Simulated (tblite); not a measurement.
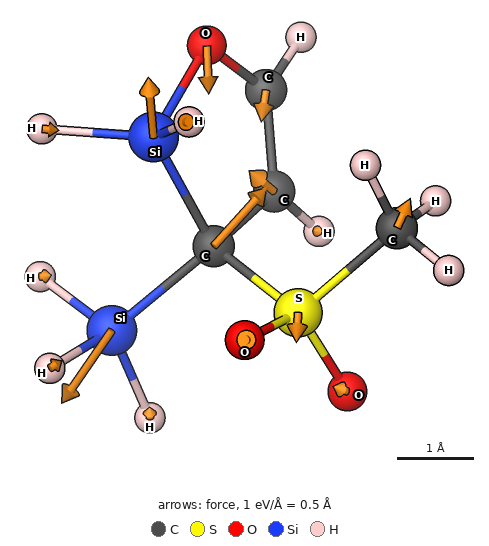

Starting geometry of C$_{4}$H$_{10}$O$_{3}$SSi$_{2}$ with the computed forces as orange arrows. A ball-and-stick model, seen at a tilt.

The calculation used GFN2-xTB geometry optimisation, gas phase in tblite. 

Q: What follows when this structure is relaxed?

A: It isn't relaxed: the largest force vector, on a Si atom, is 2.54 eV/Å. The final displacements have little in common with the starting forces (cosine between the two patterns 0.15). The largest move after the best rigid fit is that of an H atom, 0.62 Å. By element the largest moves are H 0.62 Å, O 0.44 Å, Si 0.22 Å, S 0.19 Å, C 0.16 Å. Some distances before and after: Si–Si 2.974 → 3.330 Å, C–Si 1.828 → 1.907 Å, C–C 1.536 → 1.484 Å, H–Si 1.493 → 1.453 Å. Among the angles between lasting bonds that change: Si–C–Si 107.1° → 121.6°, S–C–Si 109.6° → 100.3°, C–Si–H 110.7° → 104.6°. The energy falls by 0.398 eV in 110 geometry steps.
